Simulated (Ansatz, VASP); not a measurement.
# KF: VASP beside Ansatz

Wanted: the spread between two codes on one cell, functional and k mesh. The cell is taken from a series of VASP runs on this material, whose earlier steps may have relaxed, scaled or displaced it; both programs get it as it stands. Other levels of theory on this material are compared in a session of their own. Valence electrons are named where the data sets of a main pair hold unlike numbers.

Program: Ansatz 0.2.0. Level of theory: plane waves, with VASP 6.6.1 beside it; single point at PBE, spin-orbit coupling. Results are calculated unless marked as measured.

### Step 1. The starting structure

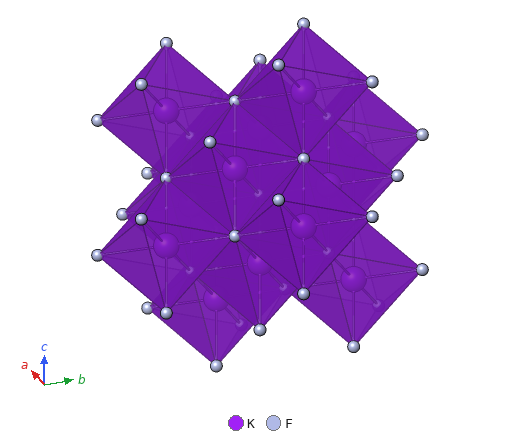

The starting structure, seen from a free direction (potassium purple, fluorine light blue). This picture shows the conventional cell, with its axes. Some periodic images of atoms are drawn too.

### Step 2. VASP: single point, PBE, spin-orbit coupling

A single point gives forces, pressure and levels at one fixed geometry, so differences don't come from the geometry; what else differs is listed under the comparison.

Lines of VASP's logs that name or quote its potential files are left out, and so is its time.

Contents of INCAR:

```
SYSTEM = KF
PREC = Accurate
ENCUT = 520
EDIFF = 1E-08
NELM = 100
ISMEAR = 0
SIGMA = 0.02
LREAL = .FALSE.
ALGO = Normal
GGA = PE
LNONCOLLINEAR = .TRUE.
MAGMOM = 0 0 0 0 0 0
NBANDS = 28
GGA_COMPAT = .FALSE.
LASPH = .TRUE.
LSORBIT = .TRUE.
LORBIT = 11
LWAVE = .FALSE.
LCHARG = .FALSE.
KPAR = 4
```

Contents of POSCAR:

```
KF
1.0
    0.0000000000      2.6718500000      2.6718500000
    2.6718500000      0.0000000000      2.6718500000
    2.6718500000      2.6718500000      0.0000000000
K F
1 1
Direct
    0.0000000000      0.0000000000      0.0000000000
    0.5000000000      0.5000000000      0.5000000000
```

Contents of KPOINTS:

```
Automatic mesh
0
Gamma
10 10 10
0 0 0
```

Contents of KPOINTS_OPT:

```
points round the band edges
26
Reciprocal
  0.0000000000   0.0000000000   0.0000000000 1
  0.0000000000   0.0000000000   0.0000000000 1
  0.0000000000  -0.0034019051  -0.0034019051 1
  0.0000000000   0.0034019051   0.0034019051 1
 -0.0034019051   0.0000000000  -0.0034019051 1
  0.0034019051   0.0000000000   0.0034019051 1
 -0.0034019051  -0.0034019051   0.0000000000 1
  0.0034019051   0.0034019051   0.0000000000 1
  0.0000000000  -0.0127571440  -0.0127571440 1
  0.0000000000   0.0127571440   0.0127571440 1
 -0.0127571440   0.0000000000  -0.0127571440 1
  0.0127571440   0.0000000000   0.0127571440 1
 -0.0127571440  -0.0127571440   0.0000000000 1
  0.0127571440   0.0127571440   0.0000000000 1
  0.0000000000  -0.0034019051  -0.0034019051 1
  0.0000000000   0.0034019051   0.0034019051 1
 -0.0034019051   0.0000000000  -0.0034019051 1
  0.0034019051   0.0000000000   0.0034019051 1
 -0.0034019051  -0.0034019051   0.0000000000 1
  0.0034019051   0.0034019051   0.0000000000 1
  0.0000000000  -0.0127571440  -0.0127571440 1
  0.0000000000   0.0127571440   0.0127571440 1
 -0.0127571440   0.0000000000  -0.0127571440 1
  0.0127571440   0.0000000000   0.0127571440 1
 -0.0127571440  -0.0127571440   0.0000000000 1
  0.0127571440   0.0127571440   0.0000000000 1
```

Potentials, in the order of the species: K_sv and F (PBE family, release 64).

On the command line:

```bash
$ mpirun -np 4 vasp_ncl
```

Numbers of over 12 decimals in the logs are rounded to 6 here.

What it wrote:

```text
[banner, memory and clock lines left out]
running    4 mpi-ranks, on    1 nodes
 distrk:  each k-point on    1 cores,    4 groups
 distr:  one band on    1 cores,    1 groups

 POSCAR found type information on POSCAR K F
 POSCAR found :  2 types and       2 ions
 LDA part: xc-table for (Slater+PW92), standard interpolation
 POSCAR, INCAR and KPOINTS ok, starting setup
 FFT: planning ... GRIDC
 FFT: planning ... GRID_SOFT
 FFT: planning ... GRID
 WAVECAR not read
 entering main loop
       N       E                     dE             d eps       ncg     rms          rms(c)
DAV:   1     0.128213321561E+03    0.12821E+03   -0.81206E+03  2632   0.111E+03
DAV:   2    -0.210199170846E+01   -0.13032E+03   -0.12304E+03  3096   0.326E+02
DAV:   3    -0.909692178926E+01   -0.69949E+01   -0.69453E+01  3752   0.672E+01
DAV:   4    -0.955560245772E+01   -0.45868E+00   -0.45821E+00  3944   0.105E+01
DAV:   5    -0.955773465439E+01   -0.21322E-02   -0.21321E-02  3424   0.931E-01    0.638E+00
DAV:   6    -0.831577132570E+01    0.12420E+01   -0.36357E+00  2892   0.159E+01    0.412E+00
DAV:   7    -0.829516565737E+01    0.20606E-01   -0.15959E-01  3488   0.284E+00    0.228E+00
DAV:   8    -0.829172548352E+01    0.34402E-02   -0.53646E-02  3004   0.237E+00    0.396E-01
DAV:   9    -0.829318397918E+01   -0.14585E-02   -0.50819E-03  3604   0.569E-01    0.190E-01
DAV:  10    -0.829395853639E+01   -0.77456E-03   -0.87671E-04  3284   0.203E-01    0.998E-02
DAV:  11    -0.829419052505E+01   -0.23199E-03   -0.16293E-04  2924   0.124E-01    0.486E-02
DAV:  12    -0.829424158553E+01   -0.51060E-04   -0.55734E-05  2876   0.747E-02    0.973E-03
DAV:  13    -0.829424281367E+01   -0.12281E-05   -0.42887E-06  3360   0.219E-02    0.277E-03
DAV:  14    -0.829424322730E+01   -0.41363E-06   -0.75360E-07  3336   0.665E-03    0.179E-03
DAV:  15    -0.829424324441E+01   -0.17113E-07   -0.36543E-07  2788   0.496E-03    0.568E-04
DAV:  16    -0.829424322884E+01    0.15576E-07   -0.47169E-09  2604   0.648E-04    0.202E-04
DAV:  17    -0.829424323206E+01   -0.32194E-08   -0.18146E-09  2004   0.368E-04
   1 F= -.82942432E+01 E0= -.82942432E+01  d E =-.327089E-32  mag=    -0.0000     0.0000    -0.0000
 Start KPOINTS_OPT (optional k-point list driver)
k-point batch [1-26\26]
       N       E                     dE             ncg
DAV:   1    -0.111959924491E+04   -0.12249E+04     1456
DAV:   2    -0.469212272830E+04   -0.35725E+04     1732
DAV:   3    -0.489810934407E+04   -0.20599E+03     2020
DAV:   4    -0.491335349335E+04   -0.15244E+02     1888
DAV:   5    -0.491343741825E+04   -0.83925E-01     1672
DAV:   6    -0.491343854530E+04   -0.11270E-02     1964
DAV:   7    -0.491343854845E+04   -0.31478E-05     1732
DAV:   8    -0.491343854847E+04   -0.28134E-07     1568
DAV:   9    -0.491343854848E+04   -0.18954E-08     1064
```

OUTCAR, selected parts (step 2):

```text
ion  position               nearest neighbor table
   1  0.000  0.000  0.000-   2 2.67   2 2.67   2 2.67   2 2.67   2 2.67   2 2.67
   2  0.500  0.500  0.500-   1 2.67   1 2.67   1 2.67   1 2.67   1 2.67   1 2.67

  LATTYP: Found a face centered cubic cell.
 ALAT       =     5.3437000000

 Subroutine GETGRP returns: Found 48 space group operations
 (whereof 48 operations were pure point group operations)

The static configuration has the point symmetry O_h .

 Found     47 irreducible k-points:

   k-points           NKPTS =     47   k-points in BZ     NKDIM =     47   number of bands    NBANDS=     28

   dimension x,y,z NGX =    28 NGY =   28 NGZ =   28
   dimension x,y,z NGXF=    56 NGYF=   56 NGZF=   56

   ENCUT  =  520.0 eV  38.22 Ry    6.18 a.u.   7.03  7.03  7.03*2*pi/ulx,y,z

   NELECT =      16.0000    total number of electrons

 k-points in reciprocal lattice and weights: Automatic mesh
   0.00000000  0.00000000  0.00000000       0.001
   0.10000000  0.00000000  0.00000000       0.008
   0.20000000  0.00000000  0.00000000       0.008
   0.30000000  0.00000000  0.00000000       0.008
   0.40000000  0.00000000  0.00000000       0.008
   0.50000000  0.00000000  0.00000000       0.004
   0.10000000  0.10000000  0.00000000       0.006
   0.20000000  0.10000000  0.00000000       0.024
   0.30000000  0.10000000  0.00000000       0.024
[...]
-0.30000000  0.40000000  0.20000000       0.024
  -0.30000000  0.50000000  0.20000000       0.012

 average (electrostatic) potential at core
       1 -36.0907       2 -77.9501

 E-fermi :  -2.6235

 k-point     1 :       0.0000    0.0000    0.0000
  band No.  band energies     occupation
    ...
     12      -2.8466      1.00000
     13      -2.7837      1.00000
     14      -2.7837      1.00000
     15      -2.7837      1.00000
     16      -2.7837      1.00000
     17       3.3612      0.00000
     18       3.3612      0.00000
     19       7.8733      0.00000
     20       7.8733      0.00000
     21       7.8733      0.00000
    ...

 k-point     2 :       0.1000    0.0000    0.0000
  band No.  band energies     occupation
    ...
     12      -2.9131      1.00000
     13      -2.8440      1.00000
     14      -2.8440      1.00000
     15      -2.8183      1.00000
     16      -2.8183      1.00000
     17       3.6429      0.00000
     18       3.6429      0.00000
     19       7.7048      0.00000
     20       7.7048      0.00000
     21       8.0094      0.00000
    ...

 k-point     3 :       0.2000    0.0000    0.0000
  band No.  band energies     occupation
    ...
     12      -3.1222      1.00000
     13      -2.9435      1.00000
     14      -2.9435      1.00000
     15      -2.9077      1.00000
     16      -2.9077      1.00000
     17       4.3943      0.00000
     18       4.3943      0.00000
     19       7.3954      0.00000
     20       7.3954      0.00000
     21       8.3744      0.00000
    ...

  Total        0.3384271      0.3384271      0.3384271      0.0000000      0.0000000      0.0000000
  in kB       14.2137761     14.2137761     14.2137761      0.0000000      0.0000000      0.0000000
  external PRESSURE =      14.2137761 kB  Pullay stress =       0.0000000 kB

  energy-cutoff  :      520.00
  volume of cell :       38.15
      direct lattice vectors                 reciprocal lattice vectors
     0.000000000  2.671850000  2.671850000    -0.187136254  0.187136254  0.187136254
     2.671850000  0.000000000  2.671850000     0.187136254 -0.187136254  0.187136254
     2.671850000  2.671850000  0.000000000     0.187136254  0.187136254 -0.187136254

 POSITION                                       TOTAL-FORCE (eV/Angst)
 -----------------------------------------------------------------------------------
      0.00000      0.00000      0.00000         0.000000     -0.000000      0.000000
      2.67185      2.67185      2.67185        -0.000000      0.000000     -0.000000
 -----------------------------------------------------------------------------------
    total drift:                                0.000000      0.000000      0.000000

  FREE ENERGIE OF THE ION-ELECTRON SYSTEM (eV)
  ---------------------------------------------------
  free  energy   TOTEN  =        -8.2942432321 eV

  energy  without entropy=       -8.2942432321  energy(sigma->0) =       -8.29424323

 Spin-Orbit-Coupling matrix elements
 Ion:    1  E_soc:     -0.0079668
 Ion:    2  E_soc:     -0.0003919

 total charge
# of ion       s       p       d       tot
------------------------------------------
    1        1.958   5.594   0.033   7.585
    2        1.731   4.353   0.000   6.084
--------------------------------------------------
tot          3.689   9.947   0.033  13.669

 magnetization (x)
# of ion       s       p       d       tot
------------------------------------------
    1        0.000   0.000   0.000   0.000
    2        0.000   0.000   0.000   0.000
--------------------------------------------------
tot          0.000   0.000   0.000   0.000

 magnetization (y)
# of ion       s       p       d       tot
------------------------------------------
    1       -0.000   0.000  -0.000  -0.000
    2        0.000   0.000   0.000   0.000
--------------------------------------------------
tot         -0.000   0.000  -0.000  -0.000

 magnetization (z)
# of ion       s       p       d       tot
------------------------------------------
    1        0.000   0.000   0.000   0.000
    2        0.000  -0.000   0.000  -0.000
--------------------------------------------------
tot          0.000  -0.000   0.000   0.000

[... 3 further parts left out ...]
```

The run ends at a pressure of 1.42 GPa.

### Step 3. Ansatz: single point, PBE, spin-orbit coupling

Ansatz runs on its fully relativistic PAW (standard-fr) files.

The same cell, functional, mesh and smearing now go to Ansatz, which takes its cutoff from its data sets.

Contents of input.yaml:

```yaml
crystal:
  lattice:
    - [0.0, 2.67185, 2.67185]
    - [2.67185, 0.0, 2.67185]
    - [2.67185, 2.67185, 0.0]
  atoms:
    - { symbol: K, position: [0.0, 0.0, 0.0] }
    - { symbol: F, position: [0.5, 0.5, 0.5] }
hamiltonian:
  xc: pbe
  pseudopotentials: { kind: paw_fr }
magnetization:
  noncollinear: true
  spin_orbit: true
kpoints:
  mp_grid: { grid: [10, 10, 10] }
scf:
  occupations: { method: gaussian, width: 0.02 }
  n_extra_bands: 8
output:
  forces: true
  stress: true
  eigenvalues: true
  write_density: true
  write_potential: true
  elf: true
  volumetric_format: npy
```

On the command line:

```bash
$ ansatz run input.yaml --threads 2 --pin off --max-ram 4608MiB --backend cpu --events-out ev --progress --plain --runs-dir out
```

What it wrote:

```text
scf.n_extra_bands = 8 over 16 filled bands (N_el = 16.0): the run solves 24 bands
Engine: ansatz 0.2.0, aarch64-unknown-linux-gnu
Pseudopotentials: kind: paw_fr
Pseudopotential: K, paw_fr, valence charge 9, recommended cutoff 420 eV (normal), K.paw.azcp#standard-fr
Pseudopotential: F, paw_fr, valence charge 7, recommended cutoff 420 eV (normal), F.paw.azcp#standard-fr
Functional definition: PBE
  parameter kappa = 0.804
  parameter beta = 0.066725
  exchange = pbe_x(kappa = kappa, mu = beta*pi^2/3)
  correlation = pbe_c(beta = beta)
non-collinear run that drives no moment, with spin-orbit: no starting moment large enough to seed its density (crystal.atoms[].spin), no starting occupations that ask for one, no magnetisation constraint and no magnetic field, so the semilocal B_xc is pinned to zero
Crystal: 2 atoms, lattice volume = 38.148 Å³
Basis set: ecut = 420 eV, 725 PW (Γ), exchange–correlation on 54×54×54 points (8 copies of the dense FFT grid, shifted against one another)
Bands: 24, of which v1, the nominal top of the filled ones, is band 16 counted from 1 (15 counted from 0)
Symmetry: 48 space group operations + 48 with time reversal
Magnetic group: BNS 225.117 (UNI 1619), of the structure as read, at distance tolerance 3.4e-5 Å
k-points: 47 of 1000
Projection manifold: j_resolved (fully-relativistic pseudo-atomic orbitals)
Non-local potential: K, projectors of the file, l = 0: 3, l = 1: 4, l = 2: 4
Non-local potential: F, projectors of the file, l = 0: 2, l = 1: 4, l = 2: 2
PAW form: soft (Blöchl's): semilocal exchange-correlation on the pseudo side does not see the compensation charge
PAW one-centre angular grid: K, 110 points (default); XC on 64 Gauss nodes
PAW one-centre angular grid: F, 110 points (default); XC on 64 Gauss nodes
Initial density: superposition of atomic densities (chi_scale 0.1, normalization cell, long waves kept (reshape's long-wave potential 0.00 eV rms))
Initial wavefunctions: pseudopotential atomic-orbital guess
Functional: x = pbe(κ = 0.804, μ = 0.219515), c = pbe(β = 0.066725)
SCF iter   1: F=—  HF=-2351.895348 eV  |F-HF|=—  |Δ(HF+E_count)|=         —  Δρ=1.95e-1  dr2=1.27e1  dr2_m=0.00e0 (ungated)  ethr=3.10e-3  |M|=0.00e0 ∫|m|=0.00e0 μB  |m|>n=0.0e0 m-floor=0.0e0 τ_xc=0.0e0  β_m=0.30  ⟨swp⟩=7.5  Hψ=3278  notcnv=0
preconditioner: auto → none  [insulator: Δε(μ)=2.262 eV  Ē_g=15.948 eV  σ=0.020 eV  W_gap=1.00  n_scr=14 (ndim 8)  ℏωp=22.5 eV  f_vac=0.000  D(μ)=0.00/eV (n_scr^D=0)  ε∞_Penn≈3.0]
SCF iter   2: F=—  HF=-2348.960755 eV  |F-HF|=—  |Δ(HF+E_count)|=    2.93e0  Δρ=5.07e-2  dr2=7.20e-1  dr2_m=0.00e0 (ungated)  ethr=3.10e-3  |M|=0.00e0 ∫|m|=0.00e0 μB  |m|>n=0.0e0 m-floor=0.0e0 τ_xc=0.0e0  β_m=0.29  ⟨swp⟩=3.7  Hψ=1496  notcnv=0  defer=168
SCF iter   3: F=—  HF=-2348.811972 eV  |F-HF|=—  |Δ(HF+E_count)|=   1.49e-1  Δρ=1.98e-2  dr2=1.55e-1  dr2_m=0.00e0 (ungated)  ethr=3.10e-3  |M|=0.00e0 ∫|m|=0.00e0 μB  |m|>n=0.0e0 m-floor=0.0e0 τ_xc=0.0e0  β_m=0.47  ⟨swp⟩=2.0  Hψ=732  notcnv=0  defer=168
SCF iter   4: F=—  HF=-2348.816587 eV  |F-HF|=—  |Δ(HF+E_count)|=   4.62e-3  Δρ=5.86e-3  dr2=7.62e-3  dr2_m=0.00e0 (ungated)  ethr=9.69e-4  |M|=0.00e0 ∫|m|=0.00e0 μB  |m|>n=0.0e0 m-floor=0.0e0 τ_xc=0.0e0  β_m=0.65  ⟨swp⟩=2.0  Hψ=960  notcnv=0  defer=168
SCF iter   5: F=—  HF=-2348.823598 eV  |F-HF|=—  |Δ(HF+E_count)|=   7.01e-3  Δρ=2.42e-3  dr2=2.03e-3  dr2_m=0.00e0 (ungated)  ethr=4.76e-5  |M|=0.00e0 ∫|m|=0.00e0 μB  |m|>n=0.0e0 m-floor=0.0e0 τ_xc=0.0e0  β_m=0.63  ⟨swp⟩=3.8  Hψ=993  notcnv=0  defer=168
SCF iter   6: F=—  HF=-2348.823144 eV  |F-HF|=—  |Δ(HF+E_count)|=   4.54e-4  Δρ=7.73e-4  dr2=2.57e-4  dr2_m=0.00e0 (ungated)  ethr=1.27e-5  |M|=0.00e0 ∫|m|=0.00e0 μB  |m|>n=0.0e0 m-floor=0.0e0 τ_xc=0.0e0  β_m=0.81  ⟨swp⟩=2.0  Hψ=710  notcnv=0  defer=168
SCF iter   7: F=—  HF=-2348.823089 eV  |F-HF|=—  |Δ(HF+E_count)|=   5.47e-5  Δρ=2.06e-4  dr2=1.88e-5  dr2_m=0.00e0 (ungated)  ethr=1.60e-6  |M|=0.00e0 ∫|m|=0.00e0 μB  |m|>n=0.0e0 m-floor=0.0e0 τ_xc=0.0e0  β_m=0.69  ⟨swp⟩=2.0  Hψ=862  notcnv=0  defer=168
SCF iter   8: F=—  HF=-2348.823085 eV  |F-HF|=—  |Δ(HF+E_count)|=   3.91e-6  Δρ=2.95e-5  dr2=3.65e-7  dr2_m=0.00e0 (ungated)  ethr=1.17e-7  |M|=0.00e0 ∫|m|=0.00e0 μB  |m|>n=0.0e0 m-floor=0.0e0 τ_xc=0.0e0  β_m=0.84  ⟨swp⟩=2.0  Hψ=706  notcnv=0  defer=168
SCF iter   9: F=-2348.823085 eV  HF=-2348.823085 eV  |F-HF|=7.74e-9  |Δ(HF+E_count)|=   1.06e-7  Δρ=4.79e-6  dr2=9.08e-9  dr2_m=0.00e0 (ungated)  ethr=6.25e-10  |M|=0.00e0 ∫|m|=0.00e0 μB  |m|>n=0.0e0 m-floor=0.0e0 τ_xc=0.0e0  ⟨swp⟩=13.7  Hψ=4125  notcnv=0
SCF 1 converged in 9 iterations: F = -2348.823085 eV  dr2 = 9.08e-9
  greatest PAW one-centre occupation: 0.988 electrons in one spin orbital (limit 2), on the K atom at site 0 (counted from 0), in its partial waves of l = 0
SCF converged after 9 iterations
Magnetization: |M| = 0.0000 μB,  M = (+0.0000, +0.0000, +0.0000) μB
Absolute magnetization: 0.0000 μB (∫|m|)
  site 0: m = (+0.0000, +0.0000, +0.0000) μB, |m| = 0.0000 μB  (R = 1.10 Å)
  site 1: m = (+0.0000, +0.0000, +0.0000) μB, |m| = 0.0000 μB  (R = 1.10 Å)
Free energy (F): -2348.823085 eV
Harris-Foulkes:  -2348.823085 eV  (|F-HF|=7.74e-9)
Internal energy: -2348.823085 eV  (E = F + TS)
E sigma→0 (E₀):  -2348.823085 eV
Fermi energy:    4.562847 eV
--- Per-component energies (eV) ---
  E_band       = -125.164168
  E_kinetic    = 462.337451
  E_local      = -1111.061205  (includes V_loc(G=0)·N_el)
  E_nonlocal   = 85.971482
  E_hartree    = 400.703982
  E_xc         = -216.471199
  E_vxc        = -269.092330  (∫ρ·V_xc dr)
  E_paw        = -982.243724  (= ΣΔE_a)
  E_vpaw       = -94.732499  (= ΣTr[D̂ρ^β])
  E_aug_tail   = 0.002067  (compensation charges beyond the density's cutoff)
  E_ewald      = -988.061939
  E_smearing   = -0.000000  (= −TS)
  E_closure    = -0.000000  (closes the sum)
  Σ components = -2348.823085   (vs F -2348.823085, Δ=0.00e0)
--- Forces (eV/Å), atoms counted from 1 ---
  atom   1  K      0.00000000    -0.00000000    -0.00000000
  atom   2  F      0.00000000     0.00000000     0.00000000
  max |Σ_I F_I| component: 3.37e-29 eV/Å
--- Stress (GPa, compression-positive) ---
        1.380867       0.000000       0.000000
        0.000000       1.380867       0.000000
       -0.000000       0.000000       1.380867
  P = ⅓ Tr σ = 1.3809 GPa (13.809 kbar)
--- Band table (eV; the first three rows and the last of 47) ---
  k-point 0: bands = [... 12 lower, 1.4826, 1.4826, 1.4826, 1.4826, 7.6431, 7.6431, 12.1352, 12.1352, ... 4 higher]
  k-point 1: bands = [... 12 lower, 1.4221, 1.4221, 1.4476, 1.4476, 7.9244, 7.9244, 11.9688, 11.9688, ... 4 higher]
  k-point 2: bands = [... 12 lower, 1.3223, 1.3223, 1.3580, 1.3580, 8.6744, 8.6744, 11.6622, 11.6622, ... 4 higher]
  k-point 46: bands = [... 12 lower, 1.2782, 1.2782, 1.3284, 1.3284, 10.7067, 10.7067, 11.7262, 11.7262, ... 4 higher]
```

The job ended after 9.6 s (2 threads of Arm Neoverse N1, shared host; peak memory 0.39 GiB).

The run ends at a pressure of 1.38 GPa.

### Step 4. Comparison

Known differences besides the potentials themselves: spin-orbit coupling enters by fully relativistic files in Ansatz and inside the spheres in VASP; the cutoff is 420 eV in Ansatz and 520 eV in VASP. Total energies have different zeros and are not compared.

Compared:

```csv
quantity,Ansatz,VASP,difference
pressure (GPa),1.38,1.42,-0.04
pressure without Ansatz's Pulay correction (GPa),1.07,1.42,-0.35
gap as sampled (VASP's with further points off the mesh) (eV),6.161,6.145,+0.016
```

Ansatz's pressure holds a Pulay correction of 0.31 GPa; VASP's holds none.

### Step 5. Other set-ups

Further runs change the set-up of one program: Ansatz's method, potentials or start, or VASP's data sets, cutoff or form of LDA. The table gives Ansatz less VASP for each quantity, since a change that brings one quantity closer may part another.

```csv
run,pressure (GPa),gap as sampled (VASP's with further points off the mesh) (eV)
as above,-0.041,0.016
Ansatz's all-electron LAPW method,-0.041,0.012
```

### Step 6. Results

```yaml
difference_in_gap_as_sampled_vasp_s_with_further_points_off_the_mesh_single_point_pbe_spin_orbit_coupling: 0.016 eV
```

What this shows: The difference in gap as sampled (VASP's with further points off the mesh) is 0.016 eV (single point, PBE, spin-orbit coupling), within the 0.08 eV picked in this series as the mark of a large difference. For single point, PBE, spin-orbit coupling, no further run moves any of the tabulated differences by more than a quarter of its size. 7 further runs of this series are not shown here. How closely two codes agree says nothing of how well the functional describes the real material.

[Lines on the potential files, build, host, timing and source positions are cut from VASP's logs without a mark.]

[Logs are printed without paths, hosts, clocks, repeated set-up lines and the standing remarks that a program may print on its own settings, such as how far it seeks lower states.]

[Hosts, paths, dates, database ids (printed as entryN), source tags and the programs' standing remarks are cut or masked in the printed files.]
